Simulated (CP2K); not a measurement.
Consider 3-hydroxypyrrole at its PBE geometry (Å).

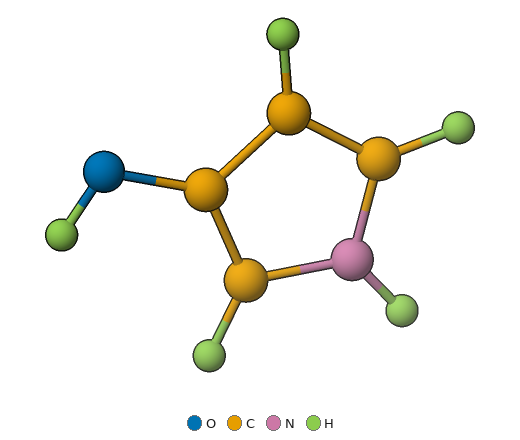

The molecule (oxygen blue, carbon orange, nitrogen pink, hydrogen green).

```xyz
11

O     2.2645    0.1769    0.2388
C     0.8926    0.0840    0.0941
C     0.0478    1.2203   -0.0363
C    -1.2483    0.7444   -0.1633
N    -1.2041   -0.6269   -0.1148
C     0.1047   -1.0578    0.0466
H     2.6226   -0.7233    0.3129
H     0.3601    2.2580   -0.0376
H    -2.1870    1.2720   -0.2831
H    -2.0085   -1.2376   -0.1671
H     0.3557   -2.1100    0.1098
```

Method: CP2K XAS_TDP, all-electron GAPW, PBEh(45%), aug-cc-pVDZ, TDA, no relativity.

Q: Predict the bright core excitations at the C K edge.

Leading lines: C2 283.89 eV, C3 282.29 eV, C4 282.64 eV and C6 283.03 eV. The leading line of an atom is its first one with 35 % of the strongest within 2.5 eV of its lowest line over the strength cut. 

The first six lines of each atom with a strength over 0.0015:

```
                     atom  energy (eV)  states  strength, one atom
 C2 (bonded to 2 C and O)       283.89       1              0.0591
                                285.24       1              0.0083
                                285.75       1              0.0020
                                285.89       1              0.0054
                                286.72       1              0.0081
                                287.79       1              0.0045
 C3 (bonded to 2 C and H)       282.29       1              0.0434
                                283.88       1              0.0049
                                284.36       1              0.0050
                                284.47       1              0.0058
                                284.97       1              0.0020
                                285.45       1              0.0021
C4 (bonded to C, N and H)       282.64       1              0.0528
                                284.54       1              0.0098
                                285.45       1              0.0031
                                286.18       2              0.0058
                                286.64       1              0.0021
                                287.17       1              0.0063
C6 (bonded to C, N and H)       283.03       1              0.0440
                                284.24       1              0.0105
                                284.70       1              0.0016
                                285.48       1              0.0046
                                285.99       1              0.0017
                                286.00       1              0.0028
```

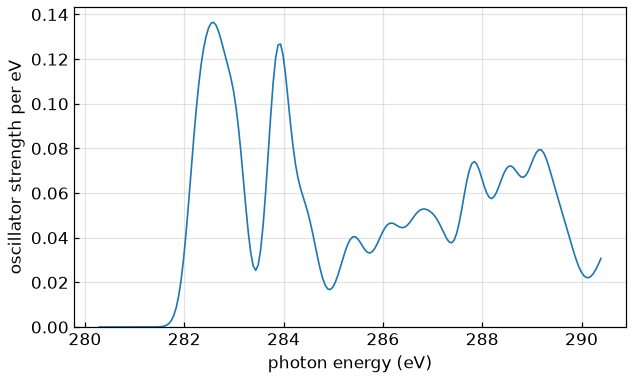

All atoms added, broadened by 0.5 eV.

Lines are vertical, at one geometry, with no vibrational structure. Without a correction of the core level, line positions, and the gaps between valence and Rydberg lines, follow the share of exact exchange. At this level such K lines come out 3 to 6 eV under measured ones. These values hold no scalar relativity, about 0.1 eV for C 1s. Rydberg lines, and the discretised continuum above threshold, depend on the basis and the box.

[Banner, clock and machine lines of the logs are left out without a mark of their own.]

[Logs are printed without paths, hosts, clocks, repeated set-up lines and the standing remarks that a program may print on its own settings, such as how far it seeks lower states.]

[Hosts, paths, dates, database ids (printed as entryN), source tags and the programs' standing remarks are cut or masked in the printed files.]
